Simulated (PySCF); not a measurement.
Ge(NMe2)(SiH3), SMILES C[N](C)[Ge][SiH3] (C₂H₉GeNSi) at its B3LYP/def2-SVP optimised geometry (Å):

```
14

Ge    -1.0972     0.3438     0.0000
N     -0.4054     0.9771    -1.5955
C     -0.7544     2.3340    -1.9984
C      0.4653     0.3342    -2.5651
H      0.1486     2.9654    -2.1072
H     -1.2774     2.3412    -2.9742
H     -1.4131     2.8026    -1.2524
H     -0.0180     0.2806    -3.5601
H      1.4066     0.9031    -2.6939
H      0.7266    -0.6871    -2.2609
Si    -0.0882    -1.9572     0.0000
H     -0.5231    -2.6725     1.2422
H      1.4131    -1.9572     0.0000
H     -0.5191    -2.8026    -1.1633
```

Computed with B3LYP/def2-TZVP (PySCF). Cells within 0.4 Å of a nucleus heavier than hydrogen are left out (blank, or x).

Map of the electron localisation function on the plane z = 0.0 Å:

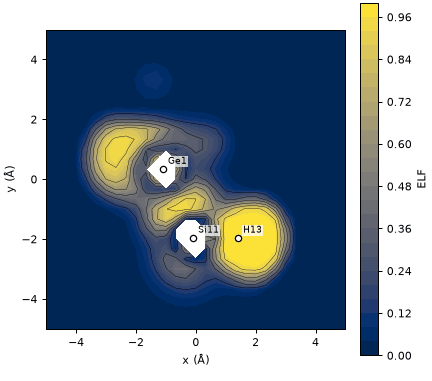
Electron localisation function on the plane z = 0.0 Å.
